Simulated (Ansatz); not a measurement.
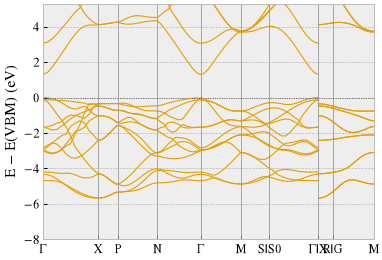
Fig. 1. Band structure from DFT-PBE in the program Ansatz with PAW potentials

**Question.** Read off the gap and where the band edges lie.

**Answer.** About 1.3 eV (1.30 eV by a search for the band edges); maximum at Γ, minimum at Γ.

The material is AlInN2 (chalcopyrite, space group No. 122).

Space group I-42d (chalcopyrite). The first step of the workflow began from a Materials Project structure, measured or hypothetical; the Crystallography Open Database copy checked does not list it. Its standing as an ambient phase is unchecked. Symmetry was held in the PBE relaxation; whether a distortion lowers the energy is not shown. Scalar-relativistic: spin–orbit coupling is off unless named, which matters more the heavier the elements.

Potentials: the later of the program's two PAW sets.
